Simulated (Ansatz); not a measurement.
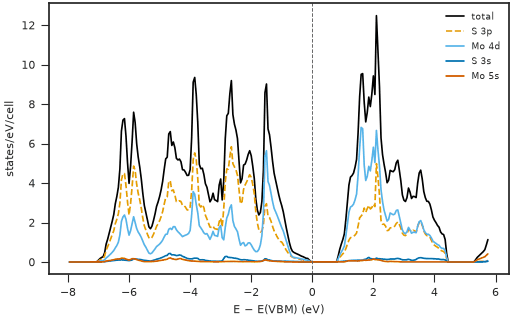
Fig. 1. Total and projected density of states of MoS₂ in space group P6_3/mmc (No. 194; Mo on 2d, S on 4f), PBE+D3(BJ) (plane waves, PAW; program Ansatz)

**Question.** Which orbitals carry the states next to the gap?

**Answer.** Top 1 eV of the valence band: Mo 4d 58 %, S 3p 37 %. Bottom 1 eV of the conduction band: Mo 4d 65 %, S 3p 29 %. Projections are on Löwdin-orthogonalised atomic valence shells; empty p or d shells of many metals are not among them.

**Question.** Where is the tallest occupied peak in this window, and what makes it?

**Answer.** Near -3.8 eV, about 9.3 states/eV per cell; the largest projected share is S 3p.

The cell was relaxed with PBE+D3(BJ) under the symmetry of its start; phonons on a q-mesh show no instability. The run is not spin-polarised. Scalar-relativistic: spin–orbit coupling is off unless named, which matters more the heavier the elements.

Potentials: the later of the program's two PAW sets.
